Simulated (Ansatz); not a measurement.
# C₂H₄ClGaS: small, medium and large basis sets

How large a basis does C₂H₄ClGaS need? Two functionals are run in growing sets.

Computed with Ansatz 0.2.0, Gaussian basis. Level: one geometry, several basis sets.

Plan: PBE0-D4/def2-SVP; ωB97M-V/def2-SVP; PBE0-D4/def2-QZVPP; ωB97M-V/def2-QZVPP; the functionals' def2-TZVPP values are taken from earlier runs.

## 1. The geometry

The geometry comes from an earlier relaxation with PBE0-D4/def2-TZVP; it is a stationary point, not always the lowest conformer.

SMILES `[Cl][Ga]1[CH2]S[CH2]1`, 9 atoms, charge 0, spin multiplicity 1.

Atoms are counted from 1 here; the program's logs count them from 0.

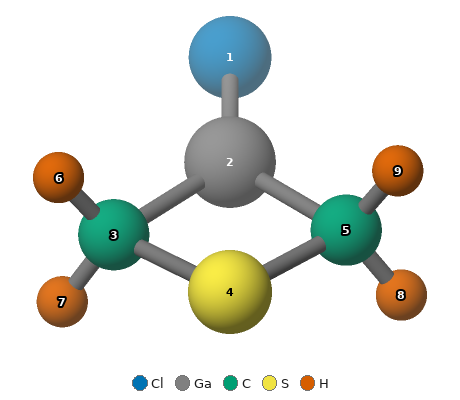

The geometry (chlorine blue, gallium grey, carbon teal, sulfur yellow, hydrogen orange); atoms are numbered from 1 in the order of the file.

## 2. PBE0-D4 in def2-SVP

File in.yaml:

```yaml
crystal:
  periodic: [false, false, false]
  atoms:
    - {symbol: Cl, position_ang: [-1.609844, -1.607361, -2.230692]}
    - {symbol: Ga, position_ang: [-0.523578, -0.532565, -0.735761]}
    - {symbol: C, position_ang: [0.940620, 0.800895, -0.704755]}
    - {symbol: S, position_ang: [0.824755, 0.800059, 1.118905]}
    - {symbol: C, position_ang: [-0.527875, -0.422414, 1.241814]}
    - {symbol: H, position_ang: [1.915800, 0.463251, -1.058882]}
    - {symbol: H, position_ang: [0.718836, 1.779008, -1.134324]}
    - {symbol: H, position_ang: [-1.423331, -0.005495, 1.705235]}
    - {symbol: H, position_ang: [-0.226883, -1.321681, 1.781359]}
basis:
  gaussian: {orbitals: def2-SVP}
hamiltonian: {xc: pbe0, dispersion: d4}
output: {orbitals: {seedname: orbitals}}
```

The run is started by

```bash
ansatz run in.yaml --threads 4 --pin off --events-out ev --progress --plain --max-ram 10444MiB
```

The log of the run:

```text
Functional definition: PBE0
  name "PBE0"
  cite "Adamo & Barone, J. Chem. Phys. 110, 6158 (1999) doi:10.1063/1.478522"
  cite "Perdew, Burke & Ernzerhof, Phys. Rev. Lett. 77, 3865 (1996) doi:10.1103/PhysRevLett.77.3865"
  parent pbe
  parameter a = 0.25
  parameter kappa = 0.804
  parameter beta = 0.06672455060314922
  exchange = (1 - a)*pbe_x(kappa = kappa, mu = beta*pi^2/3) + a*exact_x
  correlation = pbe_c(beta = beta)
1143 factors; integrals over basis functions are off by at most 7.1e-4 eV
mean field evaluation 1: about -77836.2919 eV, gradient 5.5e1 eV
mean field evaluation 2: about -77830.9368 eV, gradient 7.1e1 eV
mean field evaluation 4: about -77843.2851 eV, gradient 2.0e0 eV
mean field evaluation 8: about -77843.4204 eV, gradient 1.8e-1 eV
mean field evaluation 16: about -77843.4205 eV, gradient 3.2e-5 eV
mean field -77843.42049210 eV, -2860.6929389190 hartree, gradient 3.2e-5 eV, S^2 0.000000; 0 other end points of the search recorded, 0 dependent functions left out
reference -77843.42051977 eV, -2860.6929399359 hartree; 40, 40 occupied and 76, 76 virtual orbitals, 1143 factors
Total energy: -77843.64477404 eV, -2860.7011811283 hartree
```

Run time: 1.2 s. Hardware: 4 threads of Intel Xeon Platinum 8488C, shared host; peak memory 0.29 GiB.

## 3. ωB97M-V in def2-SVP

in.yaml: that of step 2 with these lines changed.

```diff
@@ -14,3 +14,3 @@
   gaussian: {orbitals: def2-SVP}
-hamiltonian: {xc: pbe0, dispersion: d4}
+hamiltonian: {xc: {name: wB97M-V}}
 output: {orbitals: {seedname: orbitals}}
```

Same command.

The log of the run, cut to the lines that bear on the results:

```text
Functional definition: wB97M-V
  name "wB97M-V"
  cite "Mardirossian & Head-Gordon, J. Chem. Phys. 144, 214110 (2016) doi:10.1063/1.4952647"
  cite "Becke, J. Chem. Phys. 107, 8554 (1997) doi:10.1063/1.475007"
  cite "Vydrov & Van Voorhis, J. Chem. Phys. 133, 244103 (2010) doi:10.1063/1.3521275"
  # Of w^i u^j: cxij and so on, Table III.
[...]
  gx(w, u) = 1 - cx + cx01*u + cx10*w
  gss(w, u) = css00 + css04*u^4 + css10*w + css20*w^2 + css43*w^4*u^3
  gos(w, u) = cos00 + cos10*w + (cos20 + cos21*u)*w^2 + (cos60 + cos61*u)*w^6
[...]
      + integral(e_c_pw_mod_opposite_spin*gos(b97_w_opposite, b97_u_opposite)) + vv10(b, c)
1143 factors; integrals over basis functions are off by at most 7.1e-4 eV
307 factors; integrals over basis functions are off by at most 5.3e-6 eV
[...]
mean field -77855.69230511 eV, -2861.1439197293 hartree, gradient 5.3e-5 eV, S^2 0.000000; 0 other end points of the search recorded, 0 dependent functions left out
reference -77855.69234821 eV, -2861.1439213132 hartree; 40, 40 occupied and 76, 76 virtual orbitals, 1143 factors
Total energy: -77855.69234821 eV, -2861.1439213132 hartree
```

It took 3.7 s on 4 threads of Intel Xeon Platinum 8488C, shared host; peak memory 0.42 GiB.

## 4. PBE0-D4 in def2-QZVPP

in.yaml: that of step 3 with these lines changed.

```diff
@@ -13,4 +13,4 @@
 basis:
-  gaussian: {orbitals: def2-SVP}
-hamiltonian: {xc: {name: wB97M-V}}
+  gaussian: {orbitals: "def2-QZVPP.json"}
+hamiltonian: {xc: pbe0, dispersion: d4}
 output: {orbitals: {seedname: orbitals}}
```

Launched as before.

The log of the run:

```text
Functional definition: PBE0
  name "PBE0"
  cite "Adamo & Barone, J. Chem. Phys. 110, 6158 (1999) doi:10.1063/1.478522"
  cite "Perdew, Burke & Ernzerhof, Phys. Rev. Lett. 77, 3865 (1996) doi:10.1103/PhysRevLett.77.3865"
  parent pbe
  parameter a = 0.25
  parameter kappa = 0.804
  parameter beta = 0.06672455060314922
  exchange = (1 - a)*pbe_x(kappa = kappa, mu = beta*pi^2/3) + a*exact_x
  correlation = pbe_c(beta = beta)
1912 factors; their error is unknown
mean field evaluation 1: about -77851.8867 eV, gradient 7.1e1 eV
mean field evaluation 2: about -77841.2412 eV, gradient 9.7e1 eV
mean field evaluation 4: about -77862.4306 eV, gradient 3.7e0 eV
mean field evaluation 8: about -77862.4609 eV, gradient 1.4e-1 eV
mean field evaluation 16: about -77862.6352 eV, gradient 5.7e-5 eV
mean field -77862.63523299 eV, -2861.3990676226 hartree, gradient 1.4e-5 eV, S^2 0.000000; 0 other end points of the search recorded, 0 dependent functions left out
reference -77862.63527055 eV, -2861.3990690029 hartree; 40, 40 occupied and 423, 423 virtual orbitals, 1912 factors
Total energy: -77862.85952482 eV, -2861.4073101953 hartree
```

Run time: 9.5 s. Hardware: 4 threads of Intel Xeon Platinum 8488C, shared host; peak memory 2.2 GiB.

## 5. ωB97M-V in def2-QZVPP

in.yaml: that of step 4 with these lines changed.

```diff
@@ -14,3 +14,3 @@
   gaussian: {orbitals: "def2-QZVPP.json"}
-hamiltonian: {xc: pbe0, dispersion: d4}
+hamiltonian: {xc: {name: wB97M-V}}
 output: {orbitals: {seedname: orbitals}}
```

Launched as before.

The log of the run, cut to the lines that bear on the results:

```text
Functional definition: wB97M-V
  name "wB97M-V"
  cite "Mardirossian & Head-Gordon, J. Chem. Phys. 144, 214110 (2016) doi:10.1063/1.4952647"
  cite "Becke, J. Chem. Phys. 107, 8554 (1997) doi:10.1063/1.475007"
  cite "Vydrov & Van Voorhis, J. Chem. Phys. 133, 244103 (2010) doi:10.1063/1.3521275"
  # Of w^i u^j: cxij and so on, Table III.
[...]
  gx(w, u) = 1 - cx + cx01*u + cx10*w
  gss(w, u) = css00 + css04*u^4 + css10*w + css20*w^2 + css43*w^4*u^3
  gos(w, u) = cos00 + cos10*w + (cos20 + cos21*u)*w^2 + (cos60 + cos61*u)*w^6
[...]
      + integral(e_c_pw_mod_opposite_spin*gos(b97_w_opposite, b97_u_opposite)) + vv10(b, c)
1863 factors; their error is unknown
357 factors; integrals over basis functions are off by at most 2.3e-5 eV
[...]
mean field -77874.82889185 eV, -2861.8471763207 hartree, gradient 3.3e-5 eV, S^2 0.000000; 0 other end points of the search recorded, 0 dependent functions left out
reference -77874.82895143 eV, -2861.8471785100 hartree; 40, 40 occupied and 423, 423 virtual orbitals, 1863 factors
Total energy: -77874.82895143 eV, -2861.8471785100 hartree
```

Run time: 18 s. Hardware: 4 threads of Intel Xeon Platinum 8488C, shared host; peak memory 2.5 GiB.

## 6. Functionals by basis

The def2-TZVPP values come from earlier runs at the same geometry.

```tsv
functional	basis	functions	energy (eV)	from the largest (eV)	HOMO (eV)	LUMO (eV)
PBE0-D4	def2-SVP	116	-77843.6448	19.215	-6.43	-1.26
PBE0-D4	def2-TZVPP	250	-77860.8728	1.987	-6.57	-1.35
PBE0-D4	def2-QZVPP	463	-77862.8595	0.000	-6.61	-1.39
ωB97M-V	def2-SVP	116	-77855.6923	19.137	-8.62	0.51
ωB97M-V	def2-TZVPP	250	-77872.9158	1.913	-8.78	0.37
ωB97M-V	def2-QZVPP	463	-77874.8290	0.000	-8.83	0.25
```

## 7. Results

```
                                       quantity           value
PBE0-D4: double and triple zeta above quadruple  19.21, 1.99 eV
ωB97M-V: double and triple zeta above quadruple  19.14, 1.91 eV
```

In words: PBE0-D4 gains 17.23 eV from double to triple zeta, then 1.99 eV more. These are total energies; as a rule much of such shifts cancels in differences, which this series doesn't test.

For PBE0-D4 the largest set took about 8 times as long as the smallest (9.5 s against 1.2 s).
